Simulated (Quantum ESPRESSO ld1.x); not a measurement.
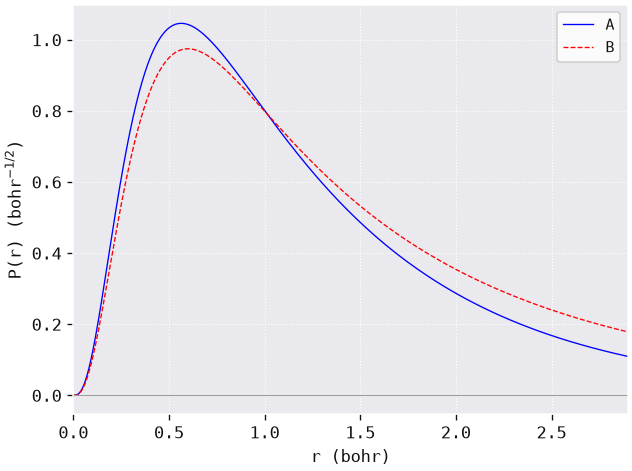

Two charge states of copper were computed: Cu in [Ar] 3d10 4s1 (high spin); Cu⁺ in [He] 2s2 2p5 3s2 3p6 3d10 4s1 (high spin). Computed with Quantum ESPRESSO ld1.x 7.5: scalar-relativistic Kohn-Sham, LDA (Slater exchange, Perdew-Zunger correlation), spin-polarised, spherical densities, point nucleus.

The plot shows P(r) = r R(r) of the 3d down orbital in both runs (large components where relativistic).

Which curve belongs to which run?

A is Cu⁺ in [He] 2s2 2p5 3s2 3p6 3d10 4s1 (high spin) (⟨r⟩ = 0.887 bohr, eigenvalue −20.4 eV); B is Cu in [Ar] 3d10 4s1 (high spin) (⟨r⟩ = 1.04 bohr, eigenvalue −5.19 eV). Fewer electrons screen less, so the orbital shrinks.
